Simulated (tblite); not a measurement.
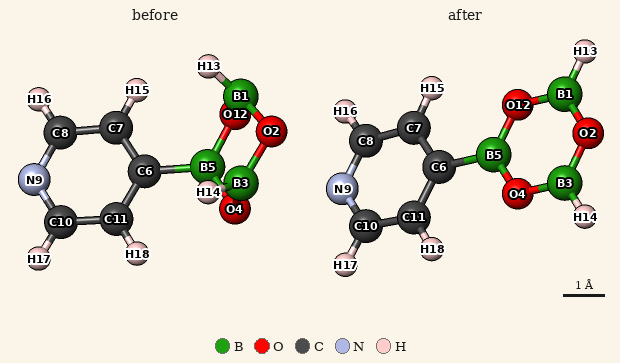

The structure of C5H6B3NO3 before (left) and after (right) a relaxation, at one scale.

A ball-and-stick model, seen at a tilt.

Method: tblite, GFN2-xTB geometry optimisation, gas phase. 

Summarise the run.

Answer. After 69 geometry steps the energy has fallen by 337.6 kJ/mol. The largest moves after the best rigid fit, 1.76 Å, are those of H13 and H14. Largest moves by element: H 1.76 Å, O 1.07 Å, B 1.01 Å, N 0.63 Å, C 0.48 Å. Some distances before and after: O2–B3 1.486 → 1.360 Å, B1–O2 1.480 → 1.360 Å, B1–O12 1.469 → 1.358 Å, B5–O12 1.474 → 1.369 Å. Among the angles between lasting bonds that change: B1–O2–B3 102.1° → 120.2°, B1–O12–B5 102.7° → 120.5°, B3–O4–B5 103.5° → 120.5°. Cost: 0.6 s on 1 thread of Arm Neoverse V1, with other jobs on the host.
